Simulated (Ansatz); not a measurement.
# (NaCl)2(CaS)2 [001] superlattice, started as rocksalt type: phonons and vibrational spectra, part 2 of 2

Aim: the phonons of (NaCl)2(CaS)2 [001] superlattice, started as rocksalt type at a cell relaxed beforehand at this level.

Ansatz 0.2.0; DFT PBE, scalar-relativistic, plane waves, PAW.

So far: The starting structure; Linear response at the zone centre.

The structure was built from a prototype and need not be the compound's stable phase.

## Step 2: Linear response at the zone centre (continued)

Transverse modes. Infrared lines, with heights relative to the strongest:

```csv
position (cm⁻¹),relative intensity
72,0.0
73,0.0
106,0.0
135,11
142,0.0
157,31
158,0.0
161,0.0
169,24
208,0.0
218,100
222,0.0
242,0.0
261,12
```

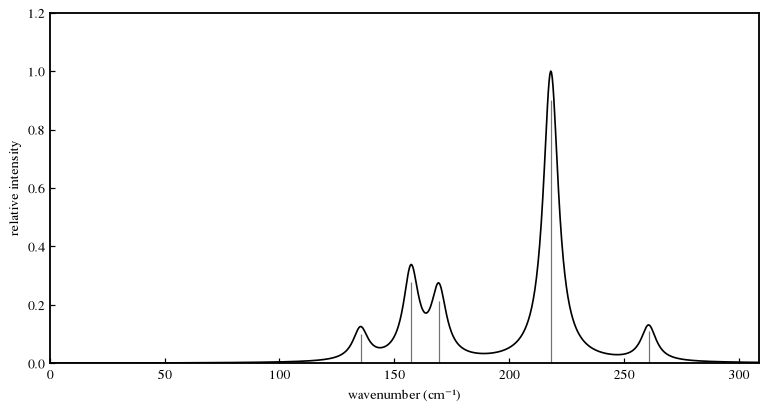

The infrared spectrum, broadened with Lorentzians of width 8 cm⁻¹; bars mark the lines.

Activity x (w_L - w)^4 (n + 1)/w, 532 nm, 300 K; modes without the macroscopic field alone. Lines of the Raman spectrum (strongest = 100):

```csv
position (cm⁻¹),relative intensity
72,10
73,0.0
106,0.3
135,0.0
142,100
157,0.0
158,1.6
161,2.7
169,0.0
208,81
218,0.0
222,0.7
242,8.8
261,0.0
```

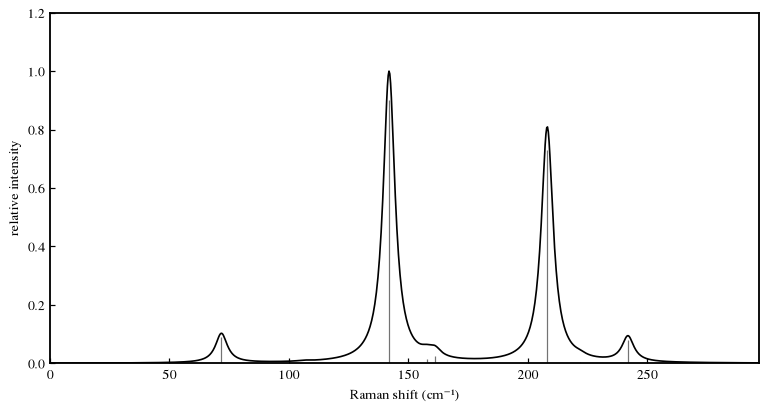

The Raman spectrum, broadened with Lorentzians of width 6 cm⁻¹; bars mark the lines.

Before it was imposed, the acoustic sum rule was missed by 0.0015 eV/Å² and the charge sum rule by 0.018 e. Small misses are needed for a sound result but don't prove that mesh and cutoff are converged. The lowest optical mode is real, 71.8 cm⁻¹.

## Step 3: Isotope substitution, element Ca, natural mass 40.078 amu

An isotope changes the mass and not the force constants, so no new electronic calculation is needed; the shifts show which modes move this element.

The same force constants with the mass of Ca changed from 40.078 to 47.953 u (phonopy, no LO-TO term). Both lists are sorted by frequency; levels can cross, so a row need not hold one and the same mode. Modes under 3 cm⁻¹ are left out. Isotope shifts, by row:

```csv
q,rank,natural mass (cm⁻¹),changed mass (cm⁻¹)
0 0 0,4,71.8,70.85
0 0 0,5,71.8,70.85
0 0 0,6,72.58,71.25
0 0 0,7,72.58,71.25
0 0 0,8,106.5,101.3
0 0 0,9,106.5,101.3
0 0 0,10,135.3,131.2
0 0 0,11,142,140
0 0 0,12,157.3,154
0 0 0,13,157.3,157.3
0 0 0,14,157.7,157.3
0 0 0,15,161.3,161.3
0 0 0,16,161.3,161.3
0 0 0,17,169.4,169.2
0 0 0,18,208.2,198.7
0 0 0,19,218.2,210.5
0 0 0,20,218.2,210.5
0 0 0,21,222,215
0 0 0,22,222,215
0 0 0,23,242,240.8
0 0 0,24,260.8,253.3
```

A mode of this element alone would shift by -8.58 %. The highest zone-centre frequency without the field goes from 260.8 to 253.3 cm⁻¹ (-2.9 %). The product of the frequency ratios over all optical modes at Γ is 0.637; the product rule, (m/m′)^(3k/2) (M′/M)^(3/2) with k = 2 such atoms and M the mass of the cell, gives 0.637.

## Step 4: Another isotope, element Cl, natural mass 35.45 amu

The same for Cl, from 35.45 to 36.97 u.

The same force constants with the mass of Cl changed from 35.450 to 36.966 u (phonopy, no LO-TO term). Both lists are sorted by frequency; levels can cross, so a row need not hold one and the same mode. Modes under 3 cm⁻¹ are left out. Isotope shifts, by row:

```csv
q,rank,natural mass (cm⁻¹),changed mass (cm⁻¹)
0 0 0,4,71.8,71.05
0 0 0,5,71.8,71.05
0 0 0,6,72.58,72.1
0 0 0,7,72.58,72.1
0 0 0,8,106.5,106.3
0 0 0,9,106.5,106.3
0 0 0,10,135.3,133.6
0 0 0,11,142,140.5
0 0 0,12,157.3,156
0 0 0,13,157.3,156
0 0 0,14,157.7,157.1
0 0 0,15,161.3,159.8
0 0 0,16,161.3,159.8
0 0 0,17,169.4,169
0 0 0,18,208.2,207
0 0 0,19,218.2,218.2
0 0 0,20,218.2,218.2
0 0 0,21,222,222
0 0 0,22,222,222
0 0 0,23,242,241.8
0 0 0,24,260.8,260.5
```

A mode of this element alone would shift by -2.07 %. The highest zone-centre frequency without the field goes from 260.8 to 260.5 cm⁻¹ (-0.1 %). The product of the frequency ratios over all optical modes at Γ is 0.897; the product rule, (m/m′)^(3k/2) (M′/M)^(3/2) with k = 2 such atoms and M the mass of the cell, gives 0.897.

## Step 5: Isotope substitution, element S, natural mass 32.06 amu

The same for S, from 32.06 to 33.97 u.

The same force constants with the mass of S changed from 32.060 to 33.968 u (phonopy, no LO-TO term). Both lists are sorted by frequency; levels can cross, so a row need not hold one and the same mode. Modes under 3 cm⁻¹ are left out. Isotope shifts, by row:

```csv
q,rank,natural mass (cm⁻¹),changed mass (cm⁻¹)
0 0 0,4,71.8,71.68
0 0 0,5,71.8,71.68
0 0 0,6,72.58,72.19
0 0 0,7,72.58,72.19
0 0 0,8,106.5,105.4
0 0 0,9,106.5,105.4
0 0 0,10,135.3,135
0 0 0,11,142,141.8
0 0 0,12,157.3,157.2
0 0 0,13,157.3,157.3
0 0 0,14,157.7,157.3
0 0 0,15,161.3,161.3
0 0 0,16,161.3,161.3
0 0 0,17,169.4,168.8
0 0 0,18,208.2,207.1
0 0 0,19,218.2,214.7
0 0 0,20,218.2,214.7
0 0 0,21,222,218.2
0 0 0,22,222,218.2
0 0 0,23,242,237.4
0 0 0,24,260.8,256.5
```

A mode of this element alone would shift by -2.85 %. The highest zone-centre frequency without the field goes from 260.8 to 256.5 cm⁻¹ (-1.6 %). The product of the frequency ratios over all optical modes at Γ is 0.859; the product rule, (m/m′)^(3k/2) (M′/M)^(3/2) with k = 2 such atoms and M the mass of the cell, gives 0.859.

## Step 6: Summary of results

| Quantity | Value |
| --- | --- |
| space group (within 0.01 Å) | P4/nmm |
| volume per atom | 23.2 Å³ |
| gap on the k-mesh | 2.81 eV |
| highest optical mode at the zone centre (no LO-TO term) | 261 cm⁻¹ |
| top of the zone-centre spectrum with the field | 319 cm⁻¹ |
| lowest optical zone-centre mode | 71.8 cm⁻¹ |
| mean high-frequency dielectric constant | 3.62 |
| mean static dielectric constant | 9.19 |
| largest Born charge (third of the trace) | 2.22 e |
| imaginary modes at Γ (the only wavevector solved) | none |

In words: The structure is stable against zone-centre distortions, since no mode there is imaginary; runs at other wavevectors are not part of this account. Without the field, the optical modes at Γ span 72 to 261 cm⁻¹. The dispersion is not part of this account. With the macroscopic field of the longitudinal modes the top of the zone-centre spectrum lies at 319 cm⁻¹, against 261 cm⁻¹ without it. Lattice motion raises the mean dielectric constant from 3.619 to 9.189. The strongest infrared line is at 218 cm⁻¹. Averaged over orientations, the strongest Raman line at 532 nm and 300 K is at 142 cm⁻¹. The starting cell was built on a prototype and not taken from a measurement, so the phase need not exist. These are harmonic frequencies at zero temperature: anharmonic shifts, linewidths and thermal expansion are left out.

[Logs are printed without paths, hosts, clocks, repeated set-up lines and the standing remarks that a program may print on its own settings, such as how far it seeks lower states.]

[Hosts, paths, dates, database ids (printed as entryN), source tags and the programs' standing remarks are cut or masked in the printed files.]
